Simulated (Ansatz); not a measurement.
# NH− (quartet): correlated methods under varied settings at distance N1–H2 = 2.000 Å

Aim: run NH− (quartet) at one geometry under a spread of methods and options, and see what each costs and gives.

Program: Ansatz 0.2.0, Gaussian basis. Level of theory: the settings change from run to run. These are calculated values, not measurements.

13 further runs of the same task are left out: 12 that didn't finish, 1 set aside as unsound or not needed. Runs told in other sessions of the task aren't counted.

## Step 1: The geometry

The geometry derives from a PBE0/def2-TZVPD stationary point (not a proven minimum). One bond is set to the value named and the two fragments are kept rigid.

2 atoms, charge -1, spin multiplicity 4.

Atoms are counted from 1 here; the program's logs count them from 0.

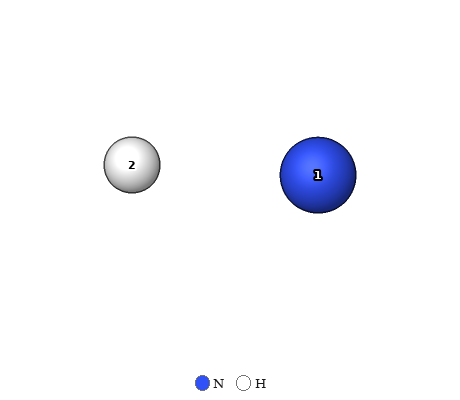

The geometry (nitrogen blue, hydrogen white); atoms are numbered from 1 in the order of the file.

## Step 2: CCSDT(Q)/B on UHF/STO-3G

File in.yaml:

```yaml
crystal:
  periodic: [false, false, false]
  atoms:
    - {symbol: N, position_ang: [0.000000, 0.000000, 0.000000]}
    - {symbol: H, position_ang: [0.000000, 0.000000, 2.000000]}
basis:
  gaussian: {orbitals: STO-3G}
total_charge: -1
magnetization: {spin_polarized: true, initial_magnetization: 3}
correlation: {method: ccsdt_q_b, electrons: outside_noble_gas}
```

Run with:

```bash
$ ansatz run in.yaml --threads 1 --pin off --events-out ev --progress --plain --max-ram 2393MiB
```

The program printed:

```text
Functional definition: HF
  name "HF"
  cite "Fock, Z. Phys. 61, 126 (1930) doi:10.1007/BF01340294"
  parent pbe
  exchange = exact_x
  correlation = 0
77 factors; integrals over basis functions are off by at most 2.3e-8 eV
mean field evaluation 1: about -1466.1060 eV, gradient 4.2e0 eV
mean field evaluation 2: about -1466.1557 eV, gradient 4.2e0 eV
mean field evaluation 4: about -1467.0023 eV, gradient 4.2e-1 eV
mean field evaluation 8: about -1467.0048 eV, gradient 6.6e-6 eV
mean field evaluation 16: about -1466.9552 eV, gradient 1.1e-2 eV
mean field evaluation 32: about -1464.2078 eV, gradient 5.1e0 eV
mean field -1467.00476211 eV, -53.9114306359 hartree, gradient 2.5e-7 eV, S^2 3.750000; 1 other end points of the search recorded, 0 dependent functions left out
determinant -1467.00476211 eV, -53.9114306359 hartree, with singles and doubles -1467.00476211 eV, -53.9114306359 hartree
determinant -1464.03836663 eV, -53.8024176127 hartree, with singles and doubles -1464.03836663 eV, -53.8024176127 hartree
1 core orbitals not correlated: weight in the atoms' cores, before any rotation towards them, 1.000 or more for the frozen orbitals, at most 0.000 for the correlated occupied ones
reference -1467.00476211 eV, -53.9114306359 hartree; 5, 2 occupied and 0, 3 virtual orbitals, 77 factors
second order 0.00000000 eV of doubles, -0.00000000 eV of singles
cycle   1  -0.00000000 eV  change  -5.3e-16 eV  update   4.5e-9
cycle   2  -0.00000000 eV  change  -3.8e-16 eV  update   3.2e-9
perturbative correction 0.00000000 eV, 0.0000000000 hartree
WARN: these amplitudes may be one of several solutions (largest doubles amplitude 0.00, level shift 5.48 eV)
Total energy: -1467.00476211 eV, -53.9114306359 hartree
```

Run time: 0.51 s. Hardware: 1 thread of AMD EPYC 7B13, shared host.

From the report: ⟨S²⟩ of the determinant 3.750 (pure quartet: 3.75); correlation 0.0000 eV; T1 0.000; largest double amplitude 0.00. The report flags that the cluster equations may have other roots.

## Step 3: NEVPT2(3,4)/6-31++G**

File in.yaml:

```yaml
crystal:
  periodic: [false, false, false]
  atoms:
    - {symbol: N, position_ang: [0.000000, 0.000000, 0.000000]}
    - {symbol: H, position_ang: [0.000000, 0.000000, 2.000000]}
basis:
  gaussian: {orbitals: "6-31++G**"}
total_charge: -1
magnetization: {spin_polarized: false, initial_magnetization: 3}
correlation: {method: sc_nevpt2, electrons: valence, active_space: {window: {electrons: 3, orbitals: 4}}}
```

Launched as before.

The program printed (excerpt; [...] marks lines left out):

```text
Functional definition: HF
  name "HF"
  cite "Fock, Z. Phys. 61, 126 (1930) doi:10.1007/BF01340294"
  parent pbe
[...]
228 factors; integrals over basis functions are off by at most 7.0e-4 eV
[...]
mean field -1492.69097803 eV, -54.8553816605 hartree, gradient 1.5e-6 eV, S^2 3.750000; 7 other end points of the search recorded, 0 dependent functions left out
reference -1492.69097803 eV, -54.8553816605 hartree; 6, 3 occupied and 19, 22 virtual orbitals, 228 factors
state -1492.69097803 eV, -54.8553816605 hartree
state -1492.69097803 eV, -54.8553816605 hartree; corrected -1495.63362318 eV, -54.9635218749 hartree
WARN: 1 active orbitals are nearly empty or full. The corrections depend on them more than the energy does, and are more stable in an active space without them
Total energy: -1495.63362318 eV, -54.9635218749 hartree
```

It took 0.39 s on 1 thread of AMD EPYC 7B13, shared host.

From the report: 2 determinants; active occupations 1.00, 1.00, 1.00, 0.00. The report marks this result as in doubt.

## Step 4: HF (ROHF)/cc-pVDZ

File in.yaml:

```yaml
crystal:
  periodic: [false, false, false]
  atoms:
    - {symbol: N, position_ang: [0.000000, 0.000000, 0.000000]}
    - {symbol: H, position_ang: [0.000000, 0.000000, 2.000000]}
basis:
  gaussian: {orbitals: cc-pVDZ}
total_charge: -1
magnetization: {spin_polarized: false, initial_magnetization: 3}
hamiltonian: {xc: hf}
accuracy: high
output: {forces: true, orbitals: {seedname: orbitals}}
```

Launched as before.

The program printed (excerpt; [...] marks lines left out):

```text
Functional definition: HF
  name "HF"
  cite "Fock, Z. Phys. 61, 126 (1930) doi:10.1007/BF01340294"
  parent pbe
[...]
322 factors; integrals over basis functions are off by at most 5.5e-9 eV
[...]
mean field -1492.02808329 eV, -54.8310207279 hartree, gradient 6.8e-8 eV, S^2 3.750000; 2 other end points of the search recorded, 0 dependent functions left out
[...]
reference -1492.02808329 eV, -54.8310207279 hartree; 6, 3 occupied and 13, 16 virtual orbitals, 322 factors
Total energy: -1492.02808329 eV, -54.8310207279 hartree
Atom 0 at     0.000000     0.000000     0.000000 Å, force    -0.000000    -0.000000    -0.656068 eV/Å
Atom 1 at     0.000000     0.000000     2.000000 Å, force     0.000000     0.000000     0.656068 eV/Å
Dipole moment:     0.000000     0.000000    -1.344952 e Å
```

Run time: 0.15 s. Hardware: 1 thread of AMD EPYC 7B13, shared host.

## Step 5: NEVPT2(5,8)/6-31++G**

File in.yaml:

```yaml
crystal:
  periodic: [false, false, false]
  atoms:
    - {symbol: N, position_ang: [0.000000, 0.000000, 0.000000]}
    - {symbol: H, position_ang: [0.000000, 0.000000, 2.000000]}
basis:
  gaussian: {orbitals: "6-31++G**"}
total_charge: -1
magnetization: {spin_polarized: false, initial_magnetization: 3}
correlation: {method: sc_nevpt2, electrons: all, active_space: {window: {electrons: 5, orbitals: 8}, states: [{multiplicity: 4, weights: [0.5, 1, 0.5]}], root: 1}}
```

Same command.

The program printed (excerpt; [...] marks lines left out):

```text
Functional definition: HF
  name "HF"
  cite "Fock, Z. Phys. 61, 126 (1930) doi:10.1007/BF01340294"
  parent pbe
[...]
379 factors; integrals over basis functions are off by at most 2.1e-7 eV
[...]
mean field -1492.69101680 eV, -54.8553830852 hartree, gradient 1.2e-6 eV, S^2 3.750000; 7 other end points of the search recorded, 0 dependent functions left out
reference -1492.69101680 eV, -54.8553830852 hartree; 6, 3 occupied and 19, 22 virtual orbitals, 379 factors
state -1493.73263313 eV, -54.8936617793 hartree
state -1492.20029208 eV, -54.8373492841 hartree
state -1492.14841491 eV, -54.8354428335 hartree
state -1493.73263313 eV, -54.8936617793 hartree; corrected -1496.15374751 eV, -54.9826360915 hartree
state -1492.20029208 eV, -54.8373492841 hartree; corrected -1494.56710500 eV, -54.9243280546 hartree
state -1492.14841491 eV, -54.8354428335 hartree; corrected -1494.53528240 eV, -54.9231585958 hartree
Total energy: -1494.56710500 eV, -54.9243280546 hartree
```

Run time: 2 s. Hardware: 1 thread of AMD EPYC 7B13, shared host.

From the report: 160 determinants; active occupations (of the averaged states) 1.46, 1.23, 1.21, 0.99, 0.04, 0.04, 0.02, 0.01.

## Step 6: HF (ROHF)/aug-cc-pVDZ

File in.yaml:

```yaml
crystal:
  periodic: [false, false, false]
  atoms:
    - {symbol: N, position_ang: [0.000000, 0.000000, 0.000000]}
    - {symbol: H, position_ang: [0.000000, 0.000000, 2.000000]}
basis:
  gaussian: {orbitals: aug-cc-pVDZ}
total_charge: -1
magnetization: {spin_polarized: false, initial_magnetization: 3}
hamiltonian: {xc: hf}
output: {orbitals: {seedname: orbitals}}
```

Launched as before.

The program printed:

```text
Functional definition: HF
  name "HF"
  cite "Fock, Z. Phys. 61, 126 (1930) doi:10.1007/BF01340294"
  parent pbe
  exchange = exact_x
  correlation = 0
355 factors; their error is unknown
mean field evaluation 1: about -1478.8384 eV, gradient 4.3e1 eV
mean field evaluation 2: about -1481.7045 eV, gradient 5.1e1 eV
mean field evaluation 4: about -1490.8385 eV, gradient 7.7e0 eV
mean field evaluation 8: about -1490.8385 eV, gradient 7.7e0 eV
mean field evaluation 16: about -1491.2888 eV, gradient 5.9e-1 eV
mean field evaluation 32: about -1486.9106 eV, gradient 1.0e1 eV
mean field evaluation 64: about -1489.5969 eV, gradient 2.0e1 eV
mean field evaluation 96: about -1485.0713 eV, gradient 4.3e1 eV
mean field evaluation 128: about -1488.7425 eV, gradient 3.2e0 eV
mean field evaluation 160: about -1490.3040 eV, gradient 3.1e0 eV
mean field -1492.87332666 eV, -54.8620828487 hartree, gradient 2.7e-5 eV, S^2 3.750000; 6 other end points of the search recorded, 0 dependent functions left out
reference -1492.87332666 eV, -54.8620828487 hartree; 6, 3 occupied and 26, 29 virtual orbitals, 355 factors
Total energy: -1492.87332666 eV, -54.8620828487 hartree
```

Run time: 0.24 s. Hardware: 1 thread of AMD EPYC 7B13, shared host.

## Step 7: CCSDT on ROHF/6-31++G**

File in.yaml:

```yaml
crystal:
  periodic: [false, false, false]
  atoms:
    - {symbol: N, position_ang: [0.000000, 0.000000, 0.000000]}
    - {symbol: H, position_ang: [0.000000, 0.000000, 2.000000]}
basis:
  gaussian: {orbitals: "6-31++G**"}
total_charge: -1
magnetization: {spin_polarized: false, initial_magnetization: 3}
correlation: {method: ccsdt, electrons: outside_noble_gas}
```

The command is unchanged.

The program printed (excerpt; [...] marks lines left out):

```text
Functional definition: HF
  name "HF"
  cite "Fock, Z. Phys. 61, 126 (1930) doi:10.1007/BF01340294"
  parent pbe
[...]
379 factors; integrals over basis functions are off by at most 2.1e-7 eV
[...]
mean field -1492.69101680 eV, -54.8553830852 hartree, gradient 1.2e-6 eV, S^2 3.750000; 7 other end points of the search recorded, 0 dependent functions left out
[...]
determinant -1492.69101680 eV, -54.8553830852 hartree, with singles and doubles -1496.41457874 eV, -54.9922214626 hartree
determinant -1490.99588046 eV, -54.7930879735 hartree, with singles and doubles -1494.77343010 eV, -54.9319103623 hartree
1 core orbitals not correlated: weight in the atoms' cores, before any rotation towards them, 1.000 or more for the frozen orbitals, at most 0.000 for the correlated occupied ones
reference -1492.69101680 eV, -54.8553830852 hartree; 5, 2 occupied and 19, 22 virtual orbitals, 379 factors
second order -2.78253746 eV of doubles, -0.11185693 eV of singles
cycle   1  -3.37573334 eV  change   -4.8e-1 eV  update   8.2e-2
[...]
cycle  22  -3.82873318 eV  change   -5.9e-7 eV  update   4.6e-7
Total energy: -1496.51974999 eV, -54.9960864344 hartree
```

Run time: 1.6 s. Hardware: 1 thread of AMD EPYC 7B13, shared host.

From the report: correlation -3.8287 eV; T1 0.075; largest double amplitude 0.09.

## Step 8: BCCD on ROHF/STO-3G

File in.yaml:

```yaml
crystal:
  periodic: [false, false, false]
  atoms:
    - {symbol: N, position_ang: [0.000000, 0.000000, 0.000000]}
    - {symbol: H, position_ang: [0.000000, 0.000000, 2.000000]}
basis:
  gaussian: {orbitals: STO-3G}
total_charge: -1
magnetization: {spin_polarized: false, initial_magnetization: 3}
correlation: {method: bccd, electrons: valence}
output: {forces: true}
```

The command is unchanged.

The program printed (excerpt; [...] marks lines left out):

```text
Functional definition: HF
  name "HF"
  cite "Fock, Z. Phys. 61, 126 (1930) doi:10.1007/BF01340294"
  parent pbe
[...]
71 factors; integrals over basis functions are off by at most 1.4e-6 eV
[...]
mean field -1467.00476154 eV, -53.9114306152 hartree, gradient 2.5e-6 eV, S^2 3.750000; 1 other end points of the search recorded, 0 dependent functions left out
determinant -1467.00476154 eV, -53.9114306152 hartree, with singles and doubles -1467.00476154 eV, -53.9114306152 hartree
determinant -1464.03836627 eV, -53.8024175994 hartree, with singles and doubles -1464.03836627 eV, -53.8024175994 hartree
1 core orbitals not correlated: weight in the atoms' cores, before any rotation towards them, 1.000 or more for the frozen orbitals, at most 0.000 for the correlated occupied ones
reference -1467.00476154 eV, -53.9114306152 hartree; 5, 2 occupied and 0, 3 virtual orbitals, 71 factors
second order 0.00000000 eV of doubles, -0.00000000 eV of singles
cycle   1  -0.00000000 eV  change  -4.3e-15 eV  update   6.7e-9
cycle   2  -0.00000000 eV  change  -7.3e-16 eV  update   4.8e-9
WARN: these amplitudes may be one of several solutions (largest doubles amplitude 0.00, level shift 5.48 eV)
[...]
Total energy: -1467.00476154 eV, -53.9114306152 hartree
Atom 0 at     0.000000     0.000000     0.000000 Å, force    -0.000000     0.000000     0.749525 eV/Å
Atom 1 at     0.000000     0.000000     2.000000 Å, force     0.000000    -0.000000    -0.749525 eV/Å
Dipole moment:     0.000000     0.000000    -0.952457 e Å
```

Wall time 0.27 s (1 thread of AMD EPYC 7B13, shared host).

From the report: correlation 0.0000 eV; largest double amplitude 0.00. The report flags that the cluster equations may have other roots.

## Step 9: MRCISD+Q(relaxed)(3,4)/6-31++G**

File in.yaml:

```yaml
crystal:
  periodic: [false, false, false]
  atoms:
    - {symbol: N, position_ang: [0.000000, 0.000000, 0.000000]}
    - {symbol: H, position_ang: [0.000000, 0.000000, 2.000000]}
basis:
  gaussian: {orbitals: "6-31++G**"}
total_charge: -1
magnetization: {spin_polarized: false, initial_magnetization: 3}
correlation: {method: fic_mrcisd_q_relaxed, electrons: outside_noble_gas, active_space: {window: {electrons: 3, orbitals: 4}}}
```

Launched as before.

The program printed (excerpt; [...] marks lines left out):

```text
Functional definition: HF
  name "HF"
  cite "Fock, Z. Phys. 61, 126 (1930) doi:10.1007/BF01340294"
  parent pbe
[...]
228 factors; integrals over basis functions are off by at most 7.0e-4 eV
[...]
mean field -1492.69097803 eV, -54.8553816605 hartree, gradient 1.5e-6 eV, S^2 3.750000; 7 other end points of the search recorded, 0 dependent functions left out
reference -1492.69097803 eV, -54.8553816605 hartree; 6, 3 occupied and 19, 22 virtual orbitals, 228 factors
state -1492.69097803 eV, -54.8553816605 hartree
contracted CI cycle   1: correlation 0.00000000 eV, 0.0000000000 hartree, residual 1.63e1 eV
contracted CI cycle   2: correlation -3.29323235 eV, -0.1210240565 hartree, residual 2.43e0 eV
contracted CI cycle   3: correlation -3.45068885 eV, -0.1268104762 hartree, residual 1.20e0 eV
contracted CI cycle   4: correlation -3.49121216 eV, -0.1282996803 hartree, residual 5.07e-1 eV
contracted CI cycle   5: correlation -3.49776934 eV, -0.1285406525 hartree, residual 2.30e-1 eV
contracted CI cycle   6: correlation -3.49953091 eV, -0.1286053889 hartree, residual 1.21e-1 eV
contracted CI cycle   7: correlation -3.49991754 eV, -0.1286195971 hartree, residual 4.98e-2 eV
contracted CI cycle   8: correlation -3.49997780 eV, -0.1286218117 hartree, residual 1.62e-2 eV
contracted CI cycle   9: correlation -3.49998462 eV, -0.1286220625 hartree, residual 6.33e-3 eV
contracted CI cycle  10: correlation -3.49998571 eV, -0.1286221025 hartree, residual 2.27e-3 eV
contracted CI cycle  11: correlation -3.49998583 eV, -0.1286221068 hartree, residual 8.00e-4 eV
contracted CI cycle  12: correlation -3.49998584 eV, -0.1286221074 hartree, residual 3.15e-4 eV
state -1492.69097803 eV, -54.8553816605 hartree; corrected -1496.51049268 eV, -54.9957462347 hartree
WARN: 1 active orbitals are nearly empty or full. The corrections depend on them more than the energy does, and are more stable in an active space without them
Total energy: -1496.51049268 eV, -54.9957462347 hartree
```

Wall time 0.72 s (1 thread of AMD EPYC 7B13, shared host).

From the report: 2 determinants; active occupations 1.00, 1.00, 1.00, 0.00. The report marks this result as in doubt.

## Step 10: BCCD on ROHF/cc-pVTZ

File in.yaml:

```yaml
crystal:
  periodic: [false, false, false]
  atoms:
    - {symbol: N, position_ang: [0.000000, 0.000000, 0.000000]}
    - {symbol: H, position_ang: [0.000000, 0.000000, 2.000000]}
basis:
  gaussian: {orbitals: cc-pVTZ}
total_charge: -1
magnetization: {spin_polarized: false, initial_magnetization: 3}
hamiltonian: {pseudopotentials: {relativity: none}}
correlation: {method: bccd, electrons: outside_noble_gas, diis_vectors: 4}
scf: {lower_state_search: light}
output: {forces: true}
```

Same command.

The program printed (excerpt; [...] marks lines left out):

```text
Functional definition: HF
  name "HF"
  cite "Fock, Z. Phys. 61, 126 (1930) doi:10.1007/BF01340294"
  parent pbe
[...]
248 factors; integrals over basis functions are off by at most 1.2e-3 eV
[...]
mean field -1492.66709447 eV, -54.8545039555 hartree, gradient 2.7e-6 eV, S^2 3.750000; 5 other end points of the search recorded, 0 dependent functions left out
[...]
determinant -1492.66709447 eV, -54.8545039555 hartree, with singles and doubles -1497.23812434 eV, -55.0224862050 hartree
determinant -1490.80160133 eV, -54.7859483472 hartree, with singles and doubles -1495.27946793 eV, -54.9505069097 hartree
1 core orbitals not correlated: weight in the atoms' cores, before any rotation towards them, 1.000 or more for the frozen orbitals, at most 0.000 for the correlated occupied ones
reference -1492.66709447 eV, -54.8545039555 hartree; 5, 2 occupied and 38, 41 virtual orbitals, 248 factors
second order -3.66053451 eV of doubles, -0.11431100 eV of singles
cycle   1  -4.52965603 eV  change   -4.9e-1 eV  update   2.4e-2
[...]
cycle  11  -4.53592101 eV  change    1.3e-6 eV  update   1.1e-6
[...]
Total energy: -1497.20301547 eV, -55.0211959780 hartree
Atom 0 at     0.000000     0.000000     0.000000 Å, force    -0.000000    -0.000000    -0.022006 eV/Å
Atom 1 at     0.000000     0.000000     2.000000 Å, force    -0.000000     0.000000     0.022006 eV/Å
Dipole moment:     0.000000    -0.000000    -1.030653 e Å
```

It took 2.1 s on 1 thread of AMD EPYC 7B13, shared host.

From the report: correlation -4.5359 eV; largest double amplitude 0.08.

## Step 11: The runs in one table

Where basis and cores are those of an earlier FCI/6-31++G** run (-1496.5246 eV), and the records show the same count of frozen orbitals and kind of state, the miss against it is given; a blank cell means that this couldn't be shown. † marks a result that the program doubts.

```tsv
level	correlated	functions	energy (eV)	from FCI (meV)	time
CCSDT(Q)/B on UHF/STO-3G †	outside noble gas	6	-1467.0048		0.51 s
NEVPT2(3,4)/6-31++G** †	valence	25	-1495.6336		0.39 s
HF (ROHF)/cc-pVDZ		19	-1492.0281		0.15 s
NEVPT2(5,8)/6-31++G** (excited root 1 of an average)	all	25	-1494.5671		2 s
HF (ROHF)/aug-cc-pVDZ		32	-1492.8733		0.24 s
CCSDT on ROHF/6-31++G**	outside noble gas	25	-1496.5197	4.9	1.6 s
BCCD on ROHF/STO-3G †	valence	6	-1467.0048		0.27 s
MRCISD+Q(relaxed)(3,4)/6-31++G** †	outside noble gas	25	-1496.5105	14.2	0.72 s
BCCD on ROHF/cc-pVTZ	outside noble gas	44	-1497.2030		2.1 s
```

## Step 12: Results

| quantity | value |
| --- | --- |
| runs | 9 |
| quickest | HF (ROHF)/cc-pVDZ, 0.15 s |
| slowest | BCCD on ROHF/cc-pVTZ, 2.1 s |

In words: Total energies in different bases, with other cores or another treatment of relativity can't be set against each other. BCCD on ROHF/cc-pVTZ took 14 times as long as HF (ROHF)/cc-pVDZ; the jobs differ in more than the method. Among the correlated runs with a miss given, it spans +5 to +14 meV.

The anion's highest level is positive in at least one run, so there the basis alone may hold the extra electron.
